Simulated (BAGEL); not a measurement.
# PBE0/def2-TZVPPD (density fitting with qzvpp-jkfit) run of N2 (nitrogen)

What is the energy change on altering one bond length of N2 (nitrogen) at PBE0/def2-TZVPPD (density fitting with qzvpp-jkfit)? 

The calculation is run with BAGEL 1.2.2.

2 further runs of the same task are left out: 2 set aside as unsound or not needed. Runs told in other sessions of the task aren't counted.

### Step 1. The structure to begin with

N2: 2 atoms, total charge 0, spin state singlet. SMILES: `N#N`. The coordinates come from a PBE0-D4/def2-TZVP relaxation.

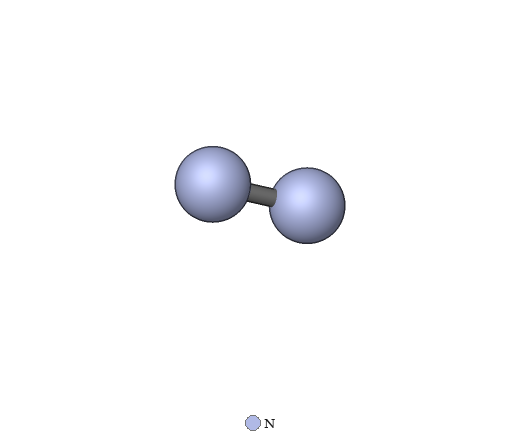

The structure, seen from a chosen angle (nitrogen light blue).

### Step 2. The energy at PBE0/def2-TZVPPD (density fitting with qzvpp-jkfit)

dft.json

```json
{ "bagel" : [

{
  "title" : "molecule",
  "basis" : "def2-tzvppd.json",
  "df_basis" : "qzvpp-jkfit",
  "angstrom" : true,
  "geometry" : [
    { "atom" : "N", "xyz" : [    0.465500,   -0.150300,    0.239800 ] },
    { "atom" : "N", "xyz" : [   -0.465500,    0.150300,   -0.239800 ] }
  ]
},
{
  "title" : "ks",
  "xc_func" : "pbe0"
},
{
  "title" : "print",
  "file" : "orbitals.molden",
  "orbitals" : true
}

]}
```

The basis set def2-TZVPPD is read from a file made from the Basis Set Exchange's data (not shown).

On the command line:

```sh
$ BAGEL_NUM_THREADS=1 BAGEL dft.json > dft.out
```

Output:

```text
* using 1 threads per process

  ===============================================================
  ===============================================================

  *** Geometry ***

  { "atom" : "N", "xyz" : [      0.879668,     -0.284026,      0.453156 ] },
  { "atom" : "N", "xyz" : [     -0.879668,      0.284026,     -0.453156 ] },

  Number of auxiliary basis functions:      154

  Since a DF basis is specified, we compute 2- and 3-index integrals:
    o Being stored without compression. Storage requirement is 0.007 GB

  Number of basis functions:       74
  Number of electrons      :       14

    * METHOD: MOLECULE                             0.03

  *** Kohn-Sham DFT ***

    * Removing 2006 points whose weight is below 1.00e-10
    * Grid points: 27806

  === Nuclear Repulsion ===
    23.7983417694

       - DIIS with orbital gradients will be used.

  === KS iteration (pbe0 / def2-tzvppd.json) ===
      0        -95.91740859          0.20835441           0.05
      1        -97.51343749          0.14144091           0.04
      2       -106.43862058          0.12551000           0.04
      3       -109.12383754          0.03957955           0.04
      4       -109.43883179          0.00825800           0.04
      5       -109.44655252          0.00110842           0.04
      6       -109.44680391          0.00017990           0.04
      7       -109.44680958          0.00000624           0.04
      8       -109.44680959          0.00000039           0.04
      9       -109.44680959          0.00000001           0.04
     10       -109.44680959          0.00000000           0.04
    * SCF iteration converged.

    * Permanent dipole moment:
           (   -0.000000,     0.000000,    -0.000000) a.u.

    * METHOD: KS                                   0.53

    * METHOD: PRINT                                0.01

  ===============================================================
```

Wall time 0.74 s (1 thread of Arm Neoverse V2, shared host).

### Step 3. The distorted shape, same level

dft.json

```json
{ "bagel" : [

{
  "title" : "molecule",
  "basis" : "def2-tzvppd.json",
  "df_basis" : "qzvpp-jkfit",
  "angstrom" : true,
  "geometry" : [
    { "atom" : "N", "xyz" : [       1.210296,      -0.390779,       0.623478 ] },
    { "atom" : "N", "xyz" : [      -0.465500,       0.150300,      -0.239800 ] }
  ]
},

{ "title" : "ks", "xc_func" : "pbe0" },

{ "title" : "print", "file" : "orbitals.molden", "orbitals" : true }

]}
```

The basis set def2-TZVPPD is read from a file made from the Basis Set Exchange's data (not shown).

On the command line:

```sh
$ BAGEL_NUM_THREADS=1 BAGEL dft.json > dft.out
```

Output:

```text
* using 1 threads per process

  ===============================================================
  ===============================================================

  *** Geometry ***

  { "atom" : "N", "xyz" : [      2.287128,     -0.738465,      1.178203 ] },
  { "atom" : "N", "xyz" : [     -0.879668,      0.284026,     -0.453156 ] },

  Number of auxiliary basis functions:      154

  Since a DF basis is specified, we compute 2- and 3-index integrals:
    o Being stored without compression. Storage requirement is 0.007 GB

  Number of basis functions:       74
  Number of electrons      :       14

    * METHOD: MOLECULE                             0.03

  *** Kohn-Sham DFT ***

    * Removing 1218 points whose weight is below 1.00e-10
    * Grid points: 28594

  === Nuclear Repulsion ===
    13.2213318193

       - DIIS with orbital gradients will be used.

  === KS iteration (pbe0 / def2-tzvppd.json) ===
      0        -98.93571649          0.14907045           0.05
      1       -101.67538394          0.09175234           0.04
      2       -106.30417720          0.09189487           0.04
      3       -108.79220738          0.02235103           0.04
      4       -108.98979719          0.00502297           0.04
      5       -108.99455367          0.00158026           0.04
      6       -108.99504070          0.00003063           0.04
      7       -108.99504095          0.00003641           0.04
      8       -108.99504022          0.00008215           0.04
      9       -108.99504113          0.00000060           0.04
     10       -108.99504113          0.00000031           0.04
     11       -108.99504113          0.00000008           0.04
     12       -108.99504113          0.00000000           0.04
    * SCF iteration converged.

    * Permanent dipole moment:
           (   -0.000000,     0.000000,    -0.000000) a.u.

    * METHOD: KS                                   0.60

    * METHOD: PRINT                                0.01

  ===============================================================
```

Run time: 0.8 s. Hardware: 1 thread of Arm Neoverse V2, shared host.

### Step 4. Summary of results

At PBE0/def2-TZVPPD (density fitting with qzvpp-jkfit):

```
                                                         quantity          value
                                        first shape: total energy  -109.44681 Eh
                                       first shape: dipole moment         0.00 D
                                         first shape: HOMO energy      -12.21 eV
                                         first shape: LUMO energy       -0.46 eV
                                       first shape: HOMO–LUMO gap       11.74 eV
                                    distorted shape: total energy  -108.99504 Eh
                                   distorted shape: dipole moment         0.00 D
                                     distorted shape: HOMO energy       -9.17 eV
                                     distorted shape: LUMO energy       -5.78 eV
                                   distorted shape: HOMO–LUMO gap        3.39 eV
energy change with the N1–N2 bond stretched from 1.090 to 1.961 Å      12.293 eV
```

**Reading.** With the N1–N2 bond stretched from 1.090 to 1.961 Å the energy rises by 12.29 eV (283 kcal/mol). A restricted reference can't describe the breaking bond well at this length.
